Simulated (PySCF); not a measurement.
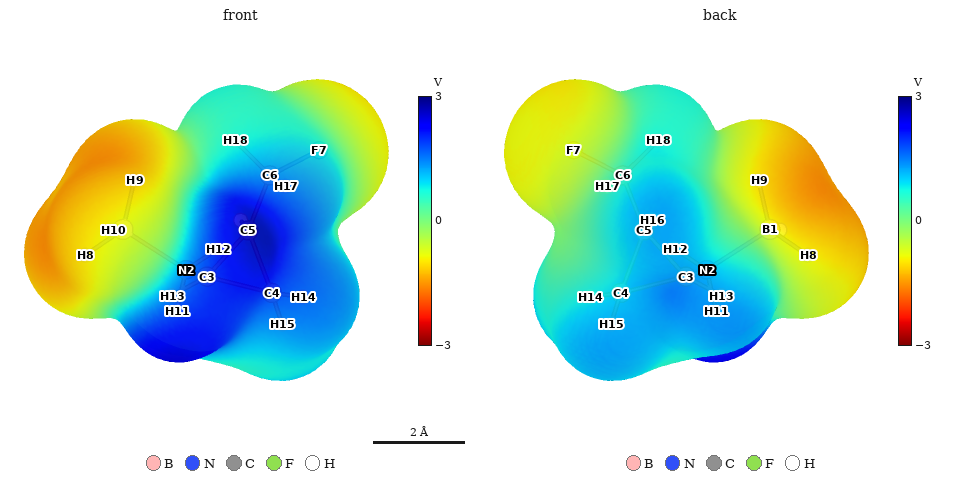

Figure. C4H11BFN. The molecular electrostatic potential painted on the density surface at 0.002 e/bohr³, seen from the front and from behind; red is negative and blue positive.

Geometry: GFN2-xTB.

All numbers below come from PBE0/pcSseg-1, SCF density, gas phase, non-relativistic in PySCF 2.14.0.

```xyz
18

B     2.1485    0.4661    0.6510
N     1.0478    0.4356   -0.5860
C     0.1857   -0.7225   -0.6003
C    -1.1217   -0.6956   -1.3368
C    -1.1014   -0.7334    0.1686
C    -1.5503    0.4554    0.9785
F    -2.8897    0.3359    1.2691
H     2.8088   -0.5160    0.5272
H     1.5153    0.4817    1.6587
H     2.7677    1.4688    0.4743
H     1.5978    0.4758   -1.4399
H     0.5109    1.2930   -0.5086
H     0.7663   -1.6364   -0.6031
H    -1.4167    0.2310   -1.8085
H    -1.4412   -1.5730   -1.8765
H    -1.3730   -1.6683    0.6430
H    -1.4433    1.4045    0.4422
H    -1.0202    0.5039    1.9353
```

> Which sites attract a positive test charge, and which a negative one?

A positive charge is drawn to the negative regions and a negative charge to the positive ones. The most negative region (about −1.6 V) lies over H8, the most positive (about +2.6 V) over H12.

> How polar is the molecule by this calculation?

Its dipole moment is 4.71 D.
